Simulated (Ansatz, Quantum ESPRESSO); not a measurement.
# RbTaTe3 (Pm-3m): zone-centre phonons, part 2 of 3

Which modes does RbTaTe3 (Pm-3m) have at the zone centre?

Quantum ESPRESSO 8.0 development, patched; DFT LDA, scalar-relativistic, plane waves, PseudoDojo norm-conserving pseudopotentials.

So far. Step 2 (A probe with smearing): No gap opens on this mesh, so smearing is kept; the start stands at -3.6 GPa. Step 4 (Self-consistent run for the response): The cell stands at 0.0030 GPa, close enough for phonons. The relaxed cell has a = 5.410 Å (conventional setting).

The structure was built from a prototype and need not be the compound's stable phase.

### 5. Linear response at Γ

At q = 0 one unit cell holds all displacements; symmetry groups them into irreducible representations that are solved one by one. With smeared occupations no response to a homogeneous field can be asked.

ph.in

```
phonons
&INPUTPH
  prefix       = 'x'
  outdir       = './tmp'
  fildyn       = 'g.dyn'
  tr2_ph       = 1.0d-18
  alpha_mix(1) = 0.4
  nmix_ph      = 8
/
0.000000000000 0.000000000000 0.000000000000
```

Started as:

```sh
$ OMP_NUM_THREADS=1 mpirun -n 4 ph.x -nk 4 -in ph.in > ph.out
```

The program printed:

```text
[banners, grids, parts of the stress and lines that vanish by symmetry left out]
[banner, memory and clock lines left out]
Program PHONON v.8.0dev

     Dynamical matrices for q-points given in input
     (   1q-points):
       N         xq(1)         xq(2)         xq(3)
       1   0.000000000   0.000000000   0.000000000

     ./tmp/x.save/

     IMPORTANT: XC functional enforced from input :
     Exchange-correlation= PW
                           (   1   4   0   0   0   0   0)
     Any further DFT definition will be discarded
     Please, verify this is what you really want

     G-vector sticks info

     Reading collected, re-writing distributed wavefunctions in ./tmp/

     Number and degeneracy of irreps per q-point
       N         xq(1)         xq(2)         xq(3)   N irreps
       1   0.000000000   0.000000000   0.000000000       5
        3   3   3   3   3

     Calculation of q =    0.0000000   0.0000000   0.0000000

     phonons

     bravais-lattice index     =            1
     lattice parameter (alat)  =      10.2240  a.u.
     unit-cell volume          =    1068.7189 (a.u.)^3
     number of atoms/cell      =            5
     number of atomic types    =            3
     kinetic-energy cut-off    =      82.0000  Ry
     charge density cut-off    =     328.0000  Ry
     convergence threshold     =      1.0E-18
     beta                      =       0.4000
     number of iterations used =            8
     Exchange-correlation= PW
                           (   1   4   0   0   0   0   0)

     celldm(1)=   10.22401  celldm(2)=    0.00000  celldm(3)=    0.00000
     celldm(4)=    0.00000  celldm(5)=    0.00000  celldm(6)=    0.00000

     crystal axes: (cart. coord. in units of alat)
               a(1) = (  1.0000  0.0000  0.0000 )
               a(2) = (  0.0000  1.0000  0.0000 )
               a(3) = (  0.0000  0.0000  1.0000 )

     reciprocal axes: (cart. coord. in units 2 pi/alat)
               b(1) = (  1.0000  0.0000  0.0000 )
               b(2) = (  0.0000  1.0000  0.0000 )
               b(3) = (  0.0000  0.0000  1.0000 )

     Atoms inside the unit cell:

     Cartesian axes

     site n.  atom      mass           positions (alat units)
        1  Rb     85.4678   tau(    1) = (    0.00000    0.00000    0.00000  )
        2  Ta    180.9479   tau(    2) = (    0.50000    0.50000    0.50000  )
        3  Te    127.6000   tau(    3) = (    0.50000    0.50000    0.00000  )
        4  Te    127.6000   tau(    4) = (    0.50000    0.00000    0.50000  )
        5  Te    127.6000   tau(    5) = (    0.00000    0.50000    0.50000  )

     Computing dynamical matrix for
                    q = (   0.0000000   0.0000000   0.0000000 )

     49 Sym.Ops. (with q -> -q+G )

     G cutoff =  868.4732  ( 107207 G-vectors)     FFT grid: ( 60, 60, 60)

     number of k points=    20  Marzari-Vanderbilt smearing, width (Ry)=  0.0200
                       cart. coord. in units 2pi/alat
        k(    1) = (   0.0000000   0.0000000   0.0000000), wk =   0.0092593
        k(    2) = (   0.0000000   0.0000000   0.1666667), wk =   0.0555556
        k(    3) = (   0.0000000   0.0000000   0.3333333), wk =   0.0555556
        [... further k-points left out ...]

     PseudoPot. # 1 for Rb read from file:
     ./pseudo/Rb.upf
     Pseudo is Norm-conserving + core correction, Zval =  9.0
     Using radial grid of 2226 points,  6 beta functions with:
                l(1) =   0
                l(2) =   0
                l(3) =   1
                l(4) =   1
                l(5) =   2
                l(6) =   2

     PseudoPot. # 2 for Ta read from file:
     ./pseudo/Ta.upf
     Pseudo is Norm-conserving + core correction, Zval = 13.0
     Using radial grid of 1432 points,  8 beta functions with:
                l(1) =   0
                l(2) =   0
                l(3) =   1
                l(4) =   1
                l(5) =   2
                l(6) =   2
                l(7) =   3
                l(8) =   3

     PseudoPot. # 3 for Te read from file:
     ./pseudo/Te.upf
     Pseudo is Norm-conserving + core correction, Zval = 16.0
     Using radial grid of 1278 points,  6 beta functions with:
                l(1) =   0
                l(2) =   0
                l(3) =   1
                l(4) =   1
                l(5) =   2
                l(6) =   2

     Mode symmetry, O_h (m-3m)  point group:

     Atomic displacements:
     There are    5 irreducible representations

     Representation     1      3 modes -  To be done

     Representation     2      3 modes -  To be done

     Representation     3      3 modes -  To be done

     Representation     4      3 modes -  To be done

     Representation     5      3 modes -  To be done

     Alpha used in Ewald sum =   2.8000

     Representation #   1 modes #   1   2   3

     Self-consistent Calculation

     The passes end when |ddv_scf|^2 is under  2.6E-20 (on this mesh; tr2_ph alone asks  1.0E-18)
      iter #   1   av.it.:   8.7
      thresh= 1.000E-02 alpha_mix =  0.400 |ddv_scf|^2 =  8.637E-07
      iter #   2   av.it.:  15.8
      thresh= 9.294E-05 alpha_mix =  0.400 |ddv_scf|^2 =  5.416E-08
      iter #   3   av.it.:  15.8
      thresh= 2.327E-05 alpha_mix =  0.400 |ddv_scf|^2 =  1.047E-09
      iter #   4   av.it.:  16.5
      thresh= 3.236E-06 alpha_mix =  0.400 |ddv_scf|^2 =  9.424E-11
      iter #   5   av.it.:  16.7
      thresh= 9.708E-07 alpha_mix =  0.400 |ddv_scf|^2 =  7.736E-12
      iter #   6   av.it.:  16.4
      thresh= 2.781E-07 alpha_mix =  0.400 |ddv_scf|^2 =  7.963E-14
      iter #   7   av.it.:  16.8
      thresh= 2.822E-08 alpha_mix =  0.400 |ddv_scf|^2 =  3.927E-15
      iter #   8   av.it.:  16.8
      thresh= 6.266E-09 alpha_mix =  0.400 |ddv_scf|^2 =  2.263E-16
      iter #   9   av.it.:  16.4
      thresh= 1.504E-09 alpha_mix =  0.400 |ddv_scf|^2 =  1.911E-17
      iter #  10   av.it.:  16.8
      thresh= 4.372E-10 alpha_mix =  0.400 |ddv_scf|^2 =  6.482E-19
      iter #  11   av.it.:  16.8
      thresh= 8.051E-11 alpha_mix =  0.400 |ddv_scf|^2 =  1.059E-20

     End of self-consistent calculation

     Convergence has been achieved

     Representation #   2 modes #   4   5   6

     Self-consistent Calculation

     The passes end when |ddv_scf|^2 is under  2.6E-20 (on this mesh; tr2_ph alone asks  1.0E-18)
      iter #   1   av.it.:   7.5
      thresh= 1.000E-02 alpha_mix =  0.400 |ddv_scf|^2 =  6.367E-07
      iter #   2   av.it.:  14.7
      thresh= 7.979E-05 alpha_mix =  0.400 |ddv_scf|^2 =  4.364E-08
      iter #   3   av.it.:  14.9
      thresh= 2.089E-05 alpha_mix =  0.400 |ddv_scf|^2 =  7.446E-10
[...]
End of self-consistent calculation

     Convergence has been achieved

     Representation #   3 modes #   7   8   9

     Self-consistent Calculation

     The passes end when |ddv_scf|^2 is under  2.6E-20 (on this mesh; tr2_ph alone asks  1.0E-18)
[...]
End of self-consistent calculation

     Convergence has been achieved

     Representation #   4 modes #  10  11  12

     Self-consistent Calculation

     The passes end when |ddv_scf|^2 is under  2.6E-20 (on this mesh; tr2_ph alone asks  1.0E-18)
[...]
End of self-consistent calculation

     Convergence has been achieved

     Representation #   5 modes #  13  14  15

     Self-consistent Calculation

     The passes end when |ddv_scf|^2 is under  2.6E-20 (on this mesh; tr2_ph alone asks  1.0E-18)
[...]
iter #   4   av.it.:  16.1
      thresh= 1.611E-06 alpha_mix =  0.400 |ddv_scf|^2 =  7.759E-13
      iter #   5   av.it.:  15.3
      thresh= 8.808E-08 alpha_mix =  0.400 |ddv_scf|^2 =  1.417E-13
      iter #   6   av.it.:  15.9
      thresh= 3.764E-08 alpha_mix =  0.400 |ddv_scf|^2 =  1.502E-15
      iter #   7   av.it.:  16.3
      thresh= 3.876E-09 alpha_mix =  0.400 |ddv_scf|^2 =  2.880E-17
      iter #   8   av.it.:  16.2
      thresh= 5.367E-10 alpha_mix =  0.400 |ddv_scf|^2 =  2.634E-18
      iter #   9   av.it.:  16.6
      thresh= 1.623E-10 alpha_mix =  0.400 |ddv_scf|^2 =  7.685E-20
      iter #  10   av.it.:  16.8
      thresh= 2.772E-11 alpha_mix =  0.400 |ddv_scf|^2 =  3.391E-22

     End of self-consistent calculation

     Convergence has been achieved

     Number of q in the star =    1
     List of q in the star:
          1   0.000000000   0.000000000   0.000000000

     Diagonalizing the dynamical matrix

     q = (    0.000000000   0.000000000   0.000000000 )

 **************************************************************************
     freq (    1) =       0.030665 [THz] =       1.022880 [cm-1]
     freq (    2) =       0.030665 [THz] =       1.022880 [cm-1]
     freq (    3) =       0.030665 [THz] =       1.022880 [cm-1]
     freq (    4) =       0.617003 [THz] =      20.581016 [cm-1]
     freq (    5) =       0.617003 [THz] =      20.581016 [cm-1]
     freq (    6) =       0.617003 [THz] =      20.581016 [cm-1]
     freq (    7) =       1.203445 [THz] =      40.142620 [cm-1]
     freq (    8) =       1.203445 [THz] =      40.142620 [cm-1]
     freq (    9) =       1.203445 [THz] =      40.142620 [cm-1]
     freq (   10) =       1.831664 [THz] =      61.097723 [cm-1]
     freq (   11) =       1.831664 [THz] =      61.097723 [cm-1]
     freq (   12) =       1.831664 [THz] =      61.097723 [cm-1]
     freq (   13) =       5.483312 [THz] =     182.903598 [cm-1]
     freq (   14) =       5.483312 [THz] =     182.903598 [cm-1]
     freq (   15) =       5.483312 [THz] =     182.903598 [cm-1]
 **************************************************************************

     Mode symmetry, O_h (m-3m)  point group:

     freq (   1-   3) =          1.0  [cm-1]   --> T_1u G_15  G_4- I
     freq (   4-   6) =         20.6  [cm-1]   --> T_1u G_15  G_4- I
     freq (   7-   9) =         40.1  [cm-1]   --> T_2u G_25  G_5-
     freq (  10-  12) =         61.1  [cm-1]   --> T_1u G_15  G_4- I
     freq (  13-  15) =        182.9  [cm-1]   --> T_1u G_15  G_4- I
```

It took 52 min on 4 MPI ranks of Arm Neoverse V1, shared host; 3.4 h of CPU time.

This step gave:

```
largest acoustic frequency at the zone centre before the sum rule : 1.02 cm⁻¹
highest optical zone-centre mode (no LO-TO term)                  : 182.9 cm⁻¹
lowest optical zone-centre mode                                   : 20.58 cm⁻¹
```

The acoustic modes at Γ come out as far as 1.0 cm⁻¹ from zero, where they should vanish, a small numerical error.

### 6. Zone-centre analysis

A rigid shift of the crystal must cost nothing, but grids and finite bases break this; the acoustic sum rule is imposed before the matrix is diagonalised again.

dynmat.in

```
&INPUT
  fildyn = 'g.dyn'
  asr    = 'simple'
  fileig = 'dynmat.eig'
/
```

Started as:

```sh
$ dynmat.x -in dynmat.in > dynmat.out
```

The program printed:

```text
[banner, memory and clock lines left out]
Program DYNMAT v.8.0dev

     Reading Dynamical Matrix from file g.dyn
     ...Force constants read
     ...epsilon and Z* not read (not found on file)
     A direction for q was not specified:TO-LO splitting will be absent

     Polarizability (A^3 units)
     multiply by 1.000000 for Clausius-Mossotti correction (not under assume_isolated = 'mt')
         0.000000    0.000000    0.000000
         0.000000    0.000000    0.000000
         0.000000    0.000000    0.000000

     IR activities are in (D/A)^2/amu units

# mode   [cm-1]    [THz]      IR
    1     -0.00   -0.0000    0.0000
    2      0.00    0.0000    0.0000
    3      0.00    0.0000    0.0000
    4     20.56    0.6165    0.0000
    5     20.56    0.6165    0.0000
    6     20.56    0.6165    0.0000
    7     40.12    1.2028    0.0000
    8     40.12    1.2028    0.0000
    9     40.12    1.2028    0.0000
   10     61.09    1.8315    0.0000
   11     61.09    1.8315    0.0000
   12     61.09    1.8315    0.0000
   13    182.90    5.4832    0.0000
   14    182.90    5.4832    0.0000
   15    182.90    5.4832    0.0000

[end of the log left out, with the tail of the file of modes that dynmat.x writes under the same name]
```

Run time: 0.47 s. Hardware: 1 thread.

Numbers from this step:

* lowest optical zone-centre mode: 20.56 cm⁻¹

Unit eigenvectors of the mass-weighted matrix after the sum rule; no LO-TO term. Modes at Γ, with each element's share of the kinetic energy:

| mode | frequency (cm⁻¹) | symmetry | Rb % | Ta % | Te % |
| --- | --- | --- | --- | --- | --- |
| 1 | 0.0 | acoustic | 13 | 28 | 59 |
| 2 | 0.0 | acoustic | 13 | 28 | 59 |
| 3 | 0.0 | acoustic | 13 | 28 | 59 |
| 4 | 20.6 | T1u | 18 | 51 | 32 |
| 5 | 20.6 | T1u | 18 | 51 | 32 |
| 6 | 20.6 | T1u | 18 | 51 | 32 |
| 7 | 40.1 | T2u | 0 | 0 | 100 |
| 8 | 40.1 | T2u | 0 | 0 | 100 |
| 9 | 40.1 | T2u | 0 | 0 | 100 |
| 10 | 61.1 | T1u | 69 | 2 | 29 |
| 11 | 61.1 | T1u | 69 | 2 | 29 |
| 12 | 61.1 | T1u | 69 | 2 | 29 |
| 13 | 182.9 | T1u | 0 | 19 | 81 |
| 14 | 182.9 | T1u | 0 | 19 | 81 |
| 15 | 182.9 | T1u | 0 | 19 | 81 |

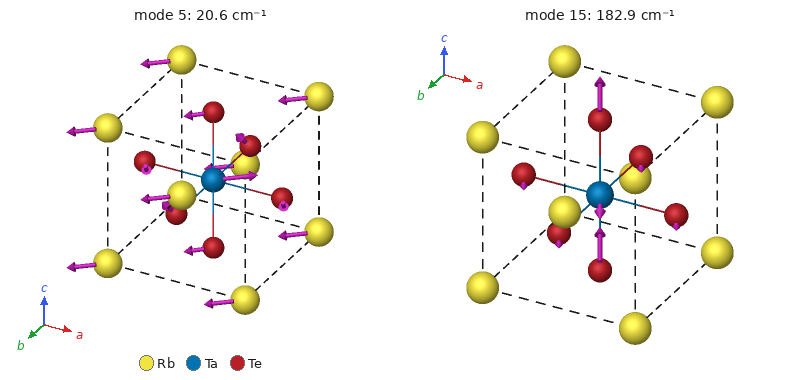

Displacement patterns of modes 5 and 15 at Γ; arrows are exaggerated. Some periodic images of atoms are drawn too.

The rule moves no optical mode by more than 0.1 cm⁻¹.

### 7. Sum rules set otherwise: a sum rule for molecules or wires on a crystal

This rule also removes rotations, which suits molecules and not a crystal; it is tried to see the harm.

dynmat.in

```
&INPUT
  fildyn = 'g.dyn'
  asr    = 'zero-dim'
  fileig = 'dynmat.eig'
/
```

Started as:

```sh
$ dynmat.x -in dynmat.in > dynmat.out
```

The program printed:

```text
[banner, memory and clock lines left out]
Program DYNMAT v.8.0dev

     Reading Dynamical Matrix from file g.dyn
     ...Force constants read
     ...epsilon and Z* not read (not found on file)
     Warning: this looks like a crystal, not a molecule in a box: use asr = 'crystal'
     Acoustic Sum Rule: || Z*(ASR) - Z*(orig)|| =    0.000000E+00
     Acoustic Sum Rule: ||dyn(ASR) - dyn(orig)||=    1.194797E-01
     A direction for q was not specified:TO-LO splitting will be absent

     Polarizability (A^3 units)
     multiply by 1.000000 for Clausius-Mossotti correction (not under assume_isolated = 'mt')
         0.000000    0.000000    0.000000
         0.000000    0.000000    0.000000
         0.000000    0.000000    0.000000

     IR activities are in (D/A)^2/amu units

# mode   [cm-1]    [THz]      IR
    1     -0.00   -0.0000    0.0000
    2     -0.00   -0.0000    0.0000
    3     -0.00   -0.0000    0.0000
    4      0.00    0.0000    0.0000
    5      0.00    0.0000    0.0000
    6      0.00    0.0000    0.0000
    7     20.58    0.6169    0.0000
    8     35.60    1.0672    0.0000
    9     35.60    1.0672    0.0000
   10     54.98    1.6481    0.0000
   11     54.98    1.6481    0.0000
   12     61.10    1.8317    0.0000
   13    178.55    5.3528    0.0000
   14    178.55    5.3528    0.0000
   15    182.90    5.4833    0.0000

[end of the log left out, with the tail of the file of modes that dynmat.x writes under the same name]
```

The job ended after 0.45 s (1 thread).

The run ended normally, but on settings that are not sound.

The fault: a sum rule for molecules or wires on a crystal; 3 optical modes are projected out to zero frequency, as if they were rotations.

For a crystal the rule has to be 'simple' or 'crystal'.

Zone-centre frequencies as printed; negative means imaginary. Modes:

| mode | frequency (cm⁻¹) |
| --- | --- |
| 1 | 0 |
| 2 | 0 |
| 3 | 0 |
| 4 | 0 |
| 5 | 0 |
| 6 | 0 |
| 7 | 20.58 |
| 8 | 35.6 |
| 9 | 35.6 |
| 10 | 54.98 |
| 11 | 54.98 |
| 12 | 61.1 |
| 13 | 178.6 |
| 14 | 178.6 |
| 15 | 182.9 |

(Continued in part 3 of 3.)

[Host names and launcher messages were left out of these logs when they were recorded.]

[Logs are printed without paths, hosts, clocks, repeated set-up lines and the standing remarks that a program may print on its own settings, such as how far it seeks lower states.]

[Hosts, paths, dates, database ids (printed as entryN), source tags and the programs' standing remarks are cut or masked in the printed files.]
